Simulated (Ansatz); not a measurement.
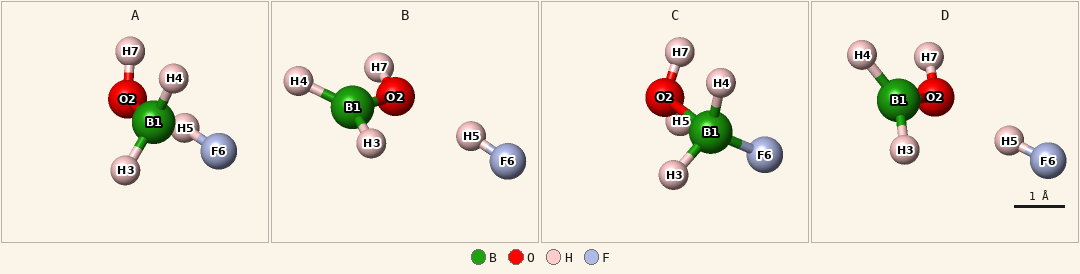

4 geometries from a converged minimum-energy path of BH₄OF, shuffled. The picture is a ball-and-stick view, seen from a free direction.

Computed with UKS PBE0/def2-SVP (Ansatz). Settings: 7 movable images; climbing image; force threshold 0.05 eV/Å; iteration limit 60; starting path through a guess of the saddle point.

One of them is the converged climbing image. Which?

Answer. A. In order along the path, whose images run from 0 to 8: B (image 0, 0.00 eV), D (image 1, +0.01 eV), A (image 5, +0.46 eV), C (image 7, −0.36 eV). Breaking: H5–F6 (0.93 → 1.09 at the top → 2.54 Å). Forming: B1–F6 (3.37 → 1.67 at the top → 1.38 Å), O2–H5 (1.72 → 1.31 at the top → 0.97 Å).
